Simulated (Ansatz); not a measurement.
# C6H17NO3Zr (SMILES C[O][Zr]([OH])([O]C(C)C)[N](C)C): what the fields show

Input

```
crystal:
  periodic: [false, false, false]
  atoms:
    - {symbol: C, position_ang: [-1.672375, -2.990955, -1.096758]}
    - {symbol: O, position_ang: [-0.743009, -1.997824, -0.832360]}
    - {symbol: Zr, position_ang: [0.339999, -0.407800, -0.676656]}
    - {symbol: O, position_ang: [0.738433, 0.260590, -2.466687]}
    - {symbol: O, position_ang: [-0.465303, 1.002668, 0.366435]}
    - {symbol: C, position_ang: [-1.313157, 2.017034, 0.819858]}
    - {symbol: C, position_ang: [-2.751015, 1.531501, 0.821614]}
    - {symbol: C, position_ang: [-1.130787, 3.261825, -0.028249]}
    - {symbol: N, position_ang: [2.055934, -0.941144, 0.293609]}
    - {symbol: C, position_ang: [2.808822, -0.068729, 1.158266]}
    - {symbol: C, position_ang: [2.661165, -2.241884, 0.160662]}
    - {symbol: H, position_ang: [-2.632790, -2.768556, -0.617402]}
    - {symbol: H, position_ang: [-1.843992, -3.090924, -2.174912]}
    - {symbol: H, position_ang: [-1.320793, -3.957280, -0.717127]}
    - {symbol: H, position_ang: [1.345981, 0.493823, -3.162089]}
    - {symbol: H, position_ang: [-1.023821, 2.251975, 1.854674]}
    - {symbol: H, position_ang: [-3.072784, 1.302041, -0.198490]}
    - {symbol: H, position_ang: [-2.847835, 0.626977, 1.425506]}
    - {symbol: H, position_ang: [-3.420427, 2.292910, 1.229385]}
    - {symbol: H, position_ang: [-0.088108, 3.585193, -0.012658]}
    - {symbol: H, position_ang: [-1.752572, 4.080699, 0.342035]}
    - {symbol: H, position_ang: [-1.409625, 3.055711, -1.065298]}
    - {symbol: H, position_ang: [2.313055, 0.900557, 1.259890]}
    - {symbol: H, position_ang: [2.914960, -0.492461, 2.168783]}
    - {symbol: H, position_ang: [3.824310, 0.113156, 0.774076]}
    - {symbol: H, position_ang: [2.057966, -2.890109, -0.482159]}
    - {symbol: H, position_ang: [2.758880, -2.745875, 1.134463]}
    - {symbol: H, position_ang: [3.668889, -2.183108, -0.278430]}
basis:
  gaussian: {orbitals: def2-TZVPP}
hamiltonian: {xc: pbe0, dispersion: d4}
output: {orbitals: {seedname: orbitals}}
```

Run with:

```sh
ansatz run in.yaml --threads 11 --pin off --events-out ev --progress --plain --max-ram 174080MiB --backend cuda --devices 0, --max-vram 75GiB
```

Geometry: PBE0-D4/def2-TZVP; core potentials replace the inner electrons of Zr.

Computed with RKS PBE0-D4/def2-TZVPP in Ansatz 0.2.0.

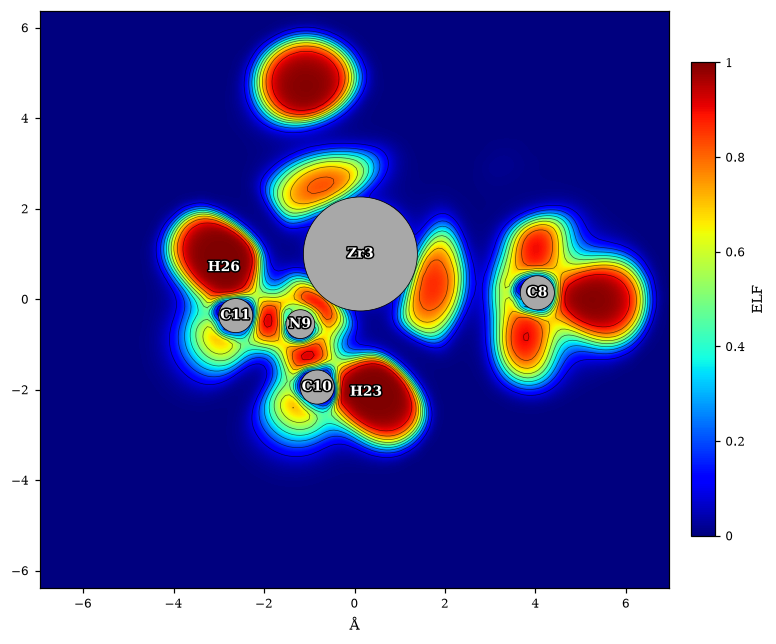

Figure 1. ELF on the plane of atoms N9, C11 and H26. Grey discs cover the atomic cores.

### What does the map show?

- The section cuts through Zr, C, N and H sites.
- C–N (1.44 Å): the ELF peaks at about 0.90 between the atoms, as expected for localised, covalent bonding.
- Zr–N (2.04 Å): the ELF peaks at about 0.90 in the valence shell of N, 0.6 Å from its nucleus, and drops to about 0.30 between the two atoms.
- C–H (1.09 Å): the ELF climbs to about 1 towards the hydrogen, as it does in any bond to H; a covalent bond by its length.

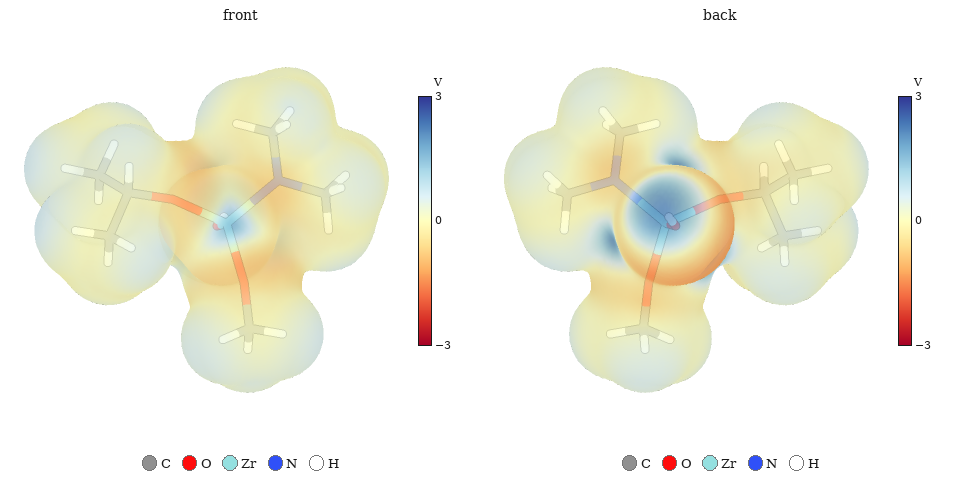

Figure 2. The molecular electrostatic potential painted on the density surface at 0.002 e/bohr³, seen from the front and from behind; red is negative and blue positive.

### Describe the electrostatic potential map.

The most negative region (about −1.3 V, or −30 kcal/mol for a unit charge) lies over O4, the most positive (about +2.0 V, or +46 kcal/mol for a unit charge) over Zr3 and H15. O4 is the likeliest acceptor of a hydrogen bond.

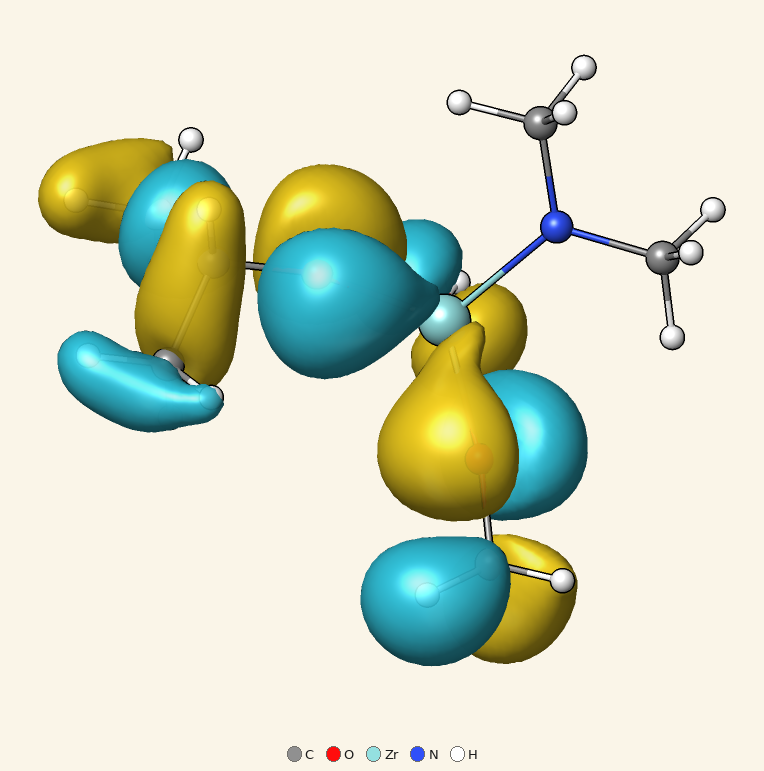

Figure 3. The HOMO−1 at ±0.06 Å⁻³ᐟ² (yellow and cyan are the two phases), seen across its widest extent.

### Where does this orbital lie, and at what energy?

Its weight (Hirshfeld) is mainly on O5 (about 30 %), O2 (about 25 %) and O4 (about 10 %). Its energy is −7.69 eV.
